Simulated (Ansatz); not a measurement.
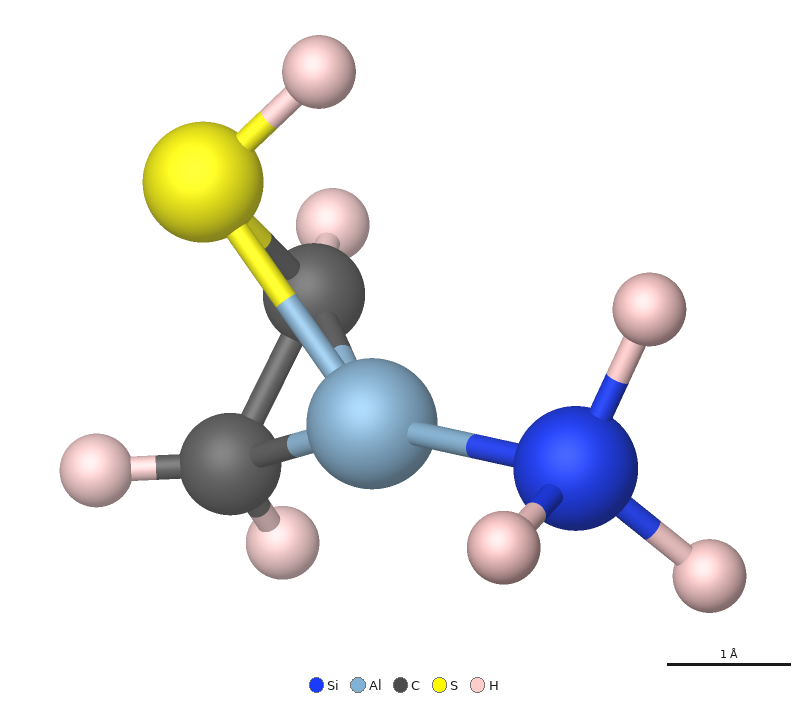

Computed geometry: PBE0-D4/def2-TZVP optimisation.

What is the molecular formula?

Answer. C₂H₇AlSSi, 12 atoms: 2 carbon, 7 hydrogen, 1 aluminium, 1 sulfur and 1 silicon.

Count the bonded pairs by element.

Answer. 3 Si–H, 3 C–H, 2 C–Al, 1 Al–Si, 1 C–S, 1 Al–S, 1 C–C, 1 S–H. Sticks follow a distance rule.

Which point group does it belong to?

Answer. C1.

More results for the same structure follow; atom numbers are the same in all pictures, views and colours differ.

Shape

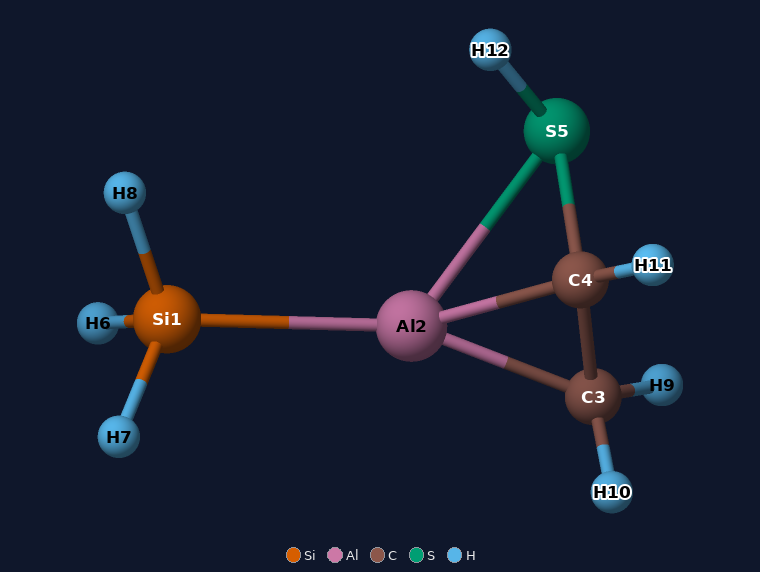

Numbered structure.

What is the geometry at Si1?

Answer. Si1 has 4 neighbours (Al2 at 2.43, H6 at 1.49, H7 at 1.49, H8 at 1.49 Å); the arrangement is tetrahedral.

What is the geometry at S5?

Answer. S5 has 3 neighbours (Al2 at 2.42, C4 at 1.83, H12 at 1.35 Å); the arrangement is trigonal pyramidal.

What is the dihedral angle Si1–Al2–C4–S5?

Answer. 95° in size, that is about perpendicular.

Charges

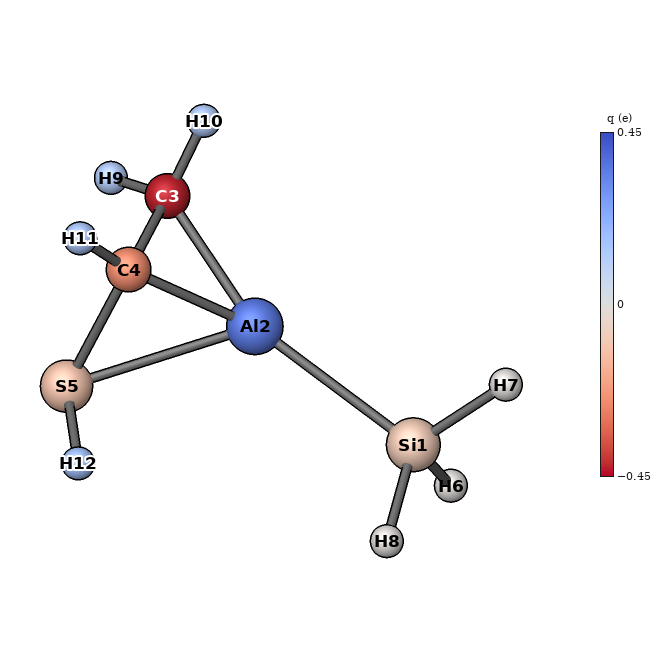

Atoms are coloured by their Mulliken charges. Level of theory: RKS PBE0-D4/def2-TZVP (Ansatz 0.2.0).

Which atom carries the highest charge (most positive or least negative)?

Answer. Al2 (0.34 e).

And the lowest?

Answer. C3 (−0.42 e).

Give the Mulliken charges atom by atom.

| atom | value (e) |
| --- | --- |
| Si1 | −0.09 |
| Al2 | 0.34 |
| C3 | −0.42 |
| C4 | −0.25 |
| S5 | −0.11 |
| H6 | −0.01 |
| H7 | −0.01 |
| H8 | −0.01 |
| H9 | 0.12 |
| H10 | 0.12 |
| H11 | 0.14 |
| H12 | 0.16 |

Vibrations

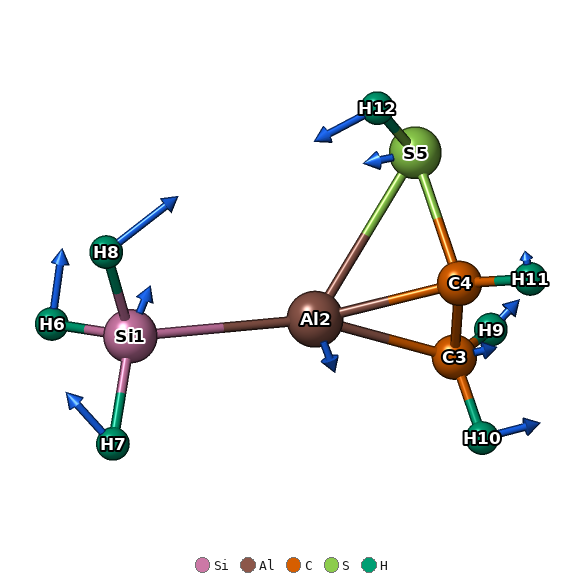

The arrows show one normal mode. Harmonic vibrations computed with RKS PBE0-D4/def2-TZVP (Ansatz 0.2.0) at a stationary point of the same level.

What kind of motion is it?

Answer. Mostly angle bending.

Estimate its harmonic wavenumber.

Answer. 81 cm⁻¹; it is mode 2 of 30 counted from the lowest.

Electronic properties

Properties computed with RKS PBE0-D4/def2-TZVPP (Ansatz 0.2.0).

What is the HOMO–LUMO gap?

Answer. 4.99 eV.

Estimate the HOMO energy (Kohn–Sham orbital).

Answer. −5.82 eV.

Estimate the dispersion correction.

Answer. −24.5 kJ/mol.

Mulliken values depend strongly on the basis set and can even reverse the polarity of a bond.
